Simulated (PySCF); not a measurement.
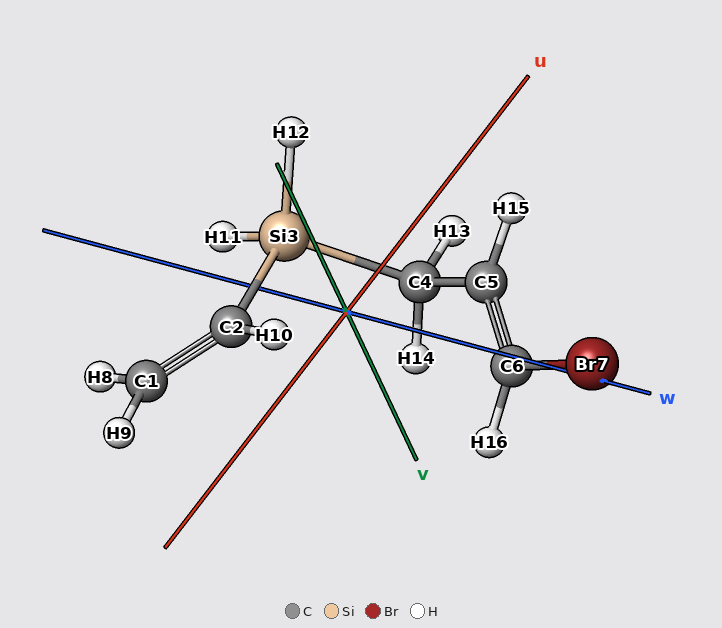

The lines u, v and w are the principal axes of the static dipole polarisability. The computed structure is the end point of a GFN2-xTB optimisation. No frequency run is at hand to confirm it as a minimum. Level of theory: CAM-B3LYP/def2-SVPD (PySCF 2.14.0).

**Along which axis is the molecule most polarisable, and along which least?**

Most along w, least along v.

**Give the three principal values.**

u 108.2, v 85.1, w 139.5 bohr³; mean 110.9, anisotropy 47.3 bohr³.

The geometry is semi-empirical. Around Br, Si such bond lengths and angles can be off by a tenth of an ångström or more and by several degrees, and values that hang on the shape move with them.
